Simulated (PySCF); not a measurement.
SMILES c1(-c2occc2)ccc(s1)[SiH3] at its GFN2-xTB optimised geometry (Å):

```
19

Si     1.5365    -3.9269    -0.0045
C      1.2818    -2.0707    -0.0017
C      2.2150    -1.0720    -0.0009
C      1.6736     0.2234     0.0000
C      0.3023     0.2234     0.0000
C     -0.5850     1.3468     0.0000
C     -1.9580     1.4087    -0.0091
C     -2.2898     2.7803    -0.0055
C     -1.1060     3.4532     0.0056
O     -0.0695     2.5989     0.0091
S     -0.3184    -1.3967    -0.0013
H      0.9279    -4.4933    -1.2101
H      2.9815    -4.1551     0.0068
H      0.9072    -4.5000     1.1869
H      3.2723    -1.2722    -0.0012
H      2.2550     1.1279     0.0007
H     -2.6297     0.5746    -0.0175
H     -3.2723     3.2055    -0.0107
H     -0.8751     4.5000     0.0120
```

Computed with B3LYP/def2-SVP in PySCF. Cells within 0.4 Å of a nucleus heavier than hydrogen are left out (blank, or x).

Map of the electrostatic potential (hartree/e), clipped to [-0.08, 0.12] on the plane z = 0.0 Å:

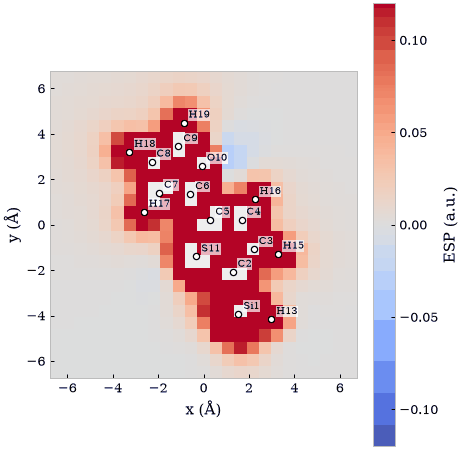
Fig. 1. Electrostatic potential (hartree/e), clipped to [-0.08, 0.12] on the plane z = 0.0 Å.
